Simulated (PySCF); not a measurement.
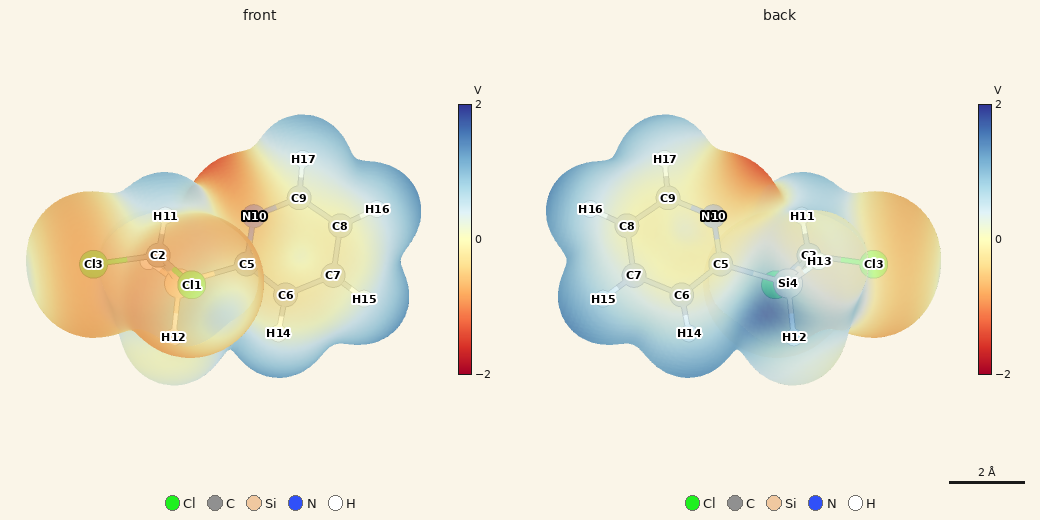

C6H7Cl2NSi. The molecular electrostatic potential painted on the density surface at 0.002 e/bohr³, seen from the front and from behind; red is negative and blue positive.

Geometry: GFN2-xTB.

The calculation used PBE0/pcSseg-1, SCF density, gas phase, non-relativistic (PySCF 2.14.0).

Input file:

```
{"job": {"kind": "nmr", "xc": "PBE0", "basis": "pcSseg-1"}, "charge": 0, "multiplicity": 1}
Cl     2.023734     2.284810    -0.913896
C      2.589266     0.958728     0.125249
Cl     4.355928     0.844020     0.038329
Si     1.773924    -0.677876    -0.470873
C     -0.065903    -0.419981    -0.124793
C     -1.099600    -0.717811    -1.005462
C     -2.407665    -0.484019    -0.613395
C     -2.641510     0.040797     0.647170
C     -1.545988     0.309591     1.456328
N     -0.300700     0.084750     1.085878
H      2.338026     1.235649     1.147142
H      2.057613    -0.823091    -1.897059
H      2.334869    -1.761558     0.333792
H     -0.874288    -1.122434    -1.980127
H     -3.229514    -0.705598    -1.279379
H     -3.644085     0.239227     0.993462
H     -1.671104     0.726827     2.447725
```

Run with:

```sh
OMP_NUM_THREADS=1 python probes_run.py task.json out
```

> Describe the electrostatic potential map.

The most negative region (about −1.2 V, or −28 kcal/mol for a unit charge) lies over N10, the most positive (about +1.6 V, or +37 kcal/mol for a unit charge) over Si4. Cl1 shows a σ-hole: about +0.3 V at the tip opposite its bond, against about −0.6 V, or −14 kcal/mol for a unit charge on its flanks. Cl3 shows a σ-hole: about +0.3 V at the tip opposite its bond, against about −0.6 V, or −14 kcal/mol for a unit charge on its flanks. N10 is the likeliest acceptor of a hydrogen bond.

> What dipole moment does the calculation give?

Its dipole moment is 4.21 D.
